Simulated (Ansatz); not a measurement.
Formation energy of the localised charge states of Mo on the Si site (Mo_Si) in alpha quartz (start: the Si site; 72-site cell, 2×2×2 Γ-centred sampling) against the Fermi level, Si-rich (Δμ(Si) = 0.00 eV, Δμ(Mo) = -1.49 eV, bounded by tetragonal MoSi2; only phases computed here count, gases as isolated molecules at 0 K). Level of theory: PBE, PAW (plane waves to 420 eV; Ansatz, an electronic-structure program).

Charges with a result: +2, +1, 0, −1. Others weren't obtained, and one of them could lie lower, also by skipping a charge.

Set-up: 72-site cell; 2×2×2 Γ-centred k-points; host gap 5.68 eV; charged states image-corrected; corrections reach 2.0 eV, so highly charged states may be off by several tenths; flagged in the runs: a doubtful potential alignment, a host whose relaxation on this sampling wasn't shown to rest, a strain field that reaches the edge of the cell.

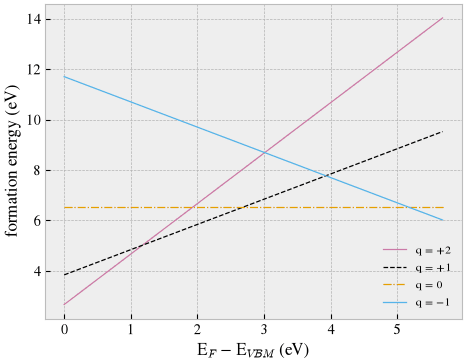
Figure: Formation energy of each charge state against the Fermi level

Crossings of the lowest lines: (+2/+1) at 1.18 eV; (+1/0) at 2.70 eV; (0/−1) at 5.16 eV. At the valence-band maximum: q = +2: 2.67 eV; q = +1: 3.84 eV; q = 0: 6.54 eV; q = −1: 11.70 eV.
